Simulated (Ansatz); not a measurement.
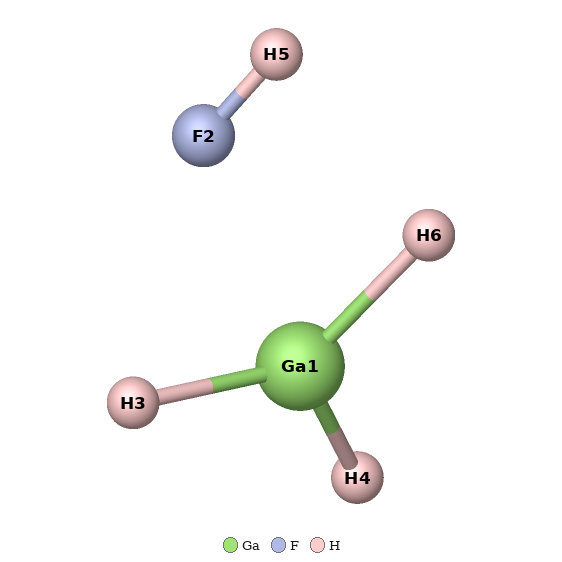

Harmonic vibrations computed with RKS PBE0-D4/def2-TZVP (Ansatz 0.2.0) at a stationary point of the same level.

Minimum or transition state?

Answer. A minimum: no imaginary frequency, and the lowest mode lies at 165 cm⁻¹.

List the wavenumbers.

Answer. 12 modes: 165, 204, 219, 342, 530, 750, 757, 761, 1910, 1981, 1982, 4048 cm⁻¹.
